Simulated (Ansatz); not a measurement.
# CH3FSn (SMILES [CH3][Sn][F]): HF/3-21G

Aim: the electronic atomisation energy of CH3FSn at HF/3-21G, from 5 runs. 

The calculation is run with Ansatz 0.2.0.

41 further runs of the same task are left out: 41 set aside as unsound or not needed. Runs told in other sessions of the task aren't counted.

### Step 1. The system as given

CH3FSn has 6 atoms, charge 0, and is taken as a singlet. As SMILES, `[CH3][Sn][F]`. The coordinates come from a PBE0-D4/def2-TZVP relaxation.

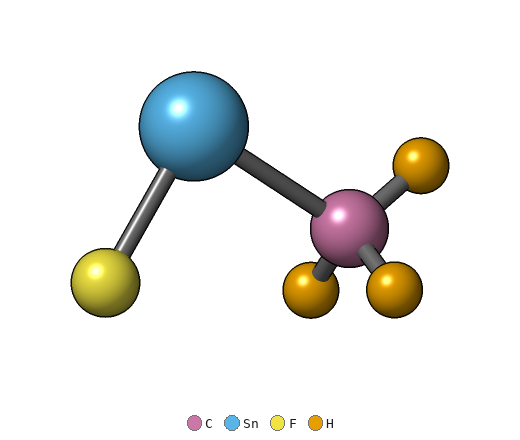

Viewed from a chosen angle; carbon pink, tin blue, fluorine yellow, hydrogen amber.

### Step 2. A single-point energy at HF/3-21G

run.yaml

```yaml
basis:
  gaussian:
    orbitals: 3-21G-spherical.json
crystal:
  periodic: [false, false, false]
  atoms:
    - symbol: C
      position_ang: [-0.389800, 0.421200, -0.282900]
    - symbol: Sn
      position_ang: [0.257100, -0.620500, 1.513600]
    - symbol: F
      position_ang: [1.621600, -1.634100, 0.554100]
    - symbol: H
      position_ang: [-0.684900, -0.317800, -1.033900]
    - symbol: H
      position_ang: [0.458100, 0.979400, -0.691900]
    - symbol: H
      position_ang: [-1.220000, 1.107700, -0.105200]
hamiltonian:
  xc: hf
accuracy: high
output: {orbitals: {seedname: orbitals}}
```

The basis set 3-21G is read from a file made from the Basis Set Exchange's data (not shown).

The run is started by

```bash
$ ansatz run run.yaml --threads 1 --pin off --max-ram 2610MiB --events-out events.jsonl --progress --plain --runs-dir runs
```

Standard output:

```text
Warning: RAYON_NUM_THREADS=1 ignored (pool sized by the plan → 1); use --threads N
Functional definition: HF
  name "HF"
  exchange = exact_x
  correlation = 0
1130 factors; integrals over basis functions are off by at most 1.2e-8 eV
mean field evaluation 1: about -166928.7516 eV, gradient 3.5e1 eV
mean field evaluation 2: about -166928.9035 eV, gradient 3.5e1 eV
mean field evaluation 4: about -166931.3191 eV, gradient 1.9e0 eV
mean field evaluation 8: about -166931.3493 eV, gradient 2.3e-1 eV
mean field evaluation 16: about -166931.3498 eV, gradient 1.5e-7 eV
mean field -166931.34976288 eV, -6134.6139536530 hartree, gradient 2.6e-8 eV, S^2 0.000000; 0 other end points of the search recorded, 0 dependent functions left out
reference -166931.34976288 eV, -6134.6139536530 hartree; 34, 34 occupied and 21, 21 virtual orbitals, 1130 factors
Total energy: -166931.34976288 eV, -6134.6139536530 hartree
```

Wall time 0.92 s (1 thread of Arm Neoverse V2, shared host); peak memory 0.13 GiB.

### Step 3. The C atom, same level

input.yaml

```yaml
basis:
  gaussian:
    orbitals: 3-21G.json
crystal:
  periodic: [false, false, false]
  atoms:
    - symbol: C
      position_ang: [0.000000, 0.000000, 0.000000]
magnetization:
  spin_polarized: true
  initial_magnetization: 2
hamiltonian:
  xc: hf
accuracy: high
```

The basis set 3-21G is read from a file made from the Basis Set Exchange's data (not shown).

Run the same way, it converges to -37.48107 Eh (log not shown).

### Step 4. The F atom

input.yaml

```yaml
crystal:
  periodic: [false, false, false]
  atoms:
    - {symbol: F, position_ang: [0.000000, 0.000000, 0.000000]}
basis:
  gaussian: {orbitals: 3-21G.json}
accuracy: high
hamiltonian: {xc: hf}
magnetization: {spin_polarized: true, initial_magnetization: 1}
```

The basis set 3-21G is read from a file made from the Basis Set Exchange's data (not shown).

Run the same way, it converges to -98.84501 Eh (log not shown).

### Step 5. The H atom at the same level

molecule.yaml

```yaml
crystal:
  periodic: [false, false, false]
  atoms:
    - {symbol: H, position_ang: [0.000000, 0.000000, 0.000000]}
basis:
  gaussian:
    orbitals: 3-21G.json
magnetization:
  spin_polarized: true
  initial_magnetization: 1
hamiltonian:
  xc: hf
accuracy: high
```

The basis set 3-21G is read from a file made from the Basis Set Exchange's data (not shown).

Run the same way, it converges to -0.49620 Eh (log not shown).

### Step 6. The Sn atom at the same level

input.yaml

```yaml
basis:
  gaussian: {orbitals: 3-21G-spherical.json}
crystal:
  periodic: [false, false, false]
  atoms:
    - symbol: Sn
      position_ang: [0.000000, 0.000000, 0.000000]
magnetization: {spin_polarized: true, initial_magnetization: 2}
hamiltonian: {xc: hf}
accuracy: high
```

The basis set 3-21G is read from a file made from the Basis Set Exchange's data (not shown).

Run the same way, it converges to -5996.26828 Eh (log not shown).

### Step 7. What came out

Level: HF/3-21G.

| quantity | value |
| --- | --- |
| molecule: total energy | -6134.61395 Eh |
| molecule: HOMO energy | -8.57 eV |
| molecule: LUMO energy | 0.43 eV |
| molecule: HOMO–LUMO gap | 9.00 eV |
| C atom: total energy | -37.48107 Eh |
| C atom: ⟨S²⟩ | 2.001 |
| F atom: total energy | -98.84501 Eh |
| F atom: ⟨S²⟩ | 0.750 |
| H atom: total energy | -0.49620 Eh |
| H atom: ⟨S²⟩ | 0.750 |
| Sn atom: total energy | -5996.26828 Eh |
| Sn atom: ⟨S²⟩ | 2.001 |
| electronic atomisation energy | 14.449 eV |

What this shows: Taking the molecule apart into free atoms costs 14.45 eV (333 kcal/mol), before zero-point energy and without spin-orbit coupling. Hartree–Fock lacks the correlation of the bonding pairs, which as a rule makes this value much too low; in minimal bases other errors can mask that. The basis has no polarisation functions, which makes bonds too weak. Relativity is left out (molecule) although the molecule holds a heavy atom. Relativity is left out (Sn atom) although the molecule holds a heavy atom.
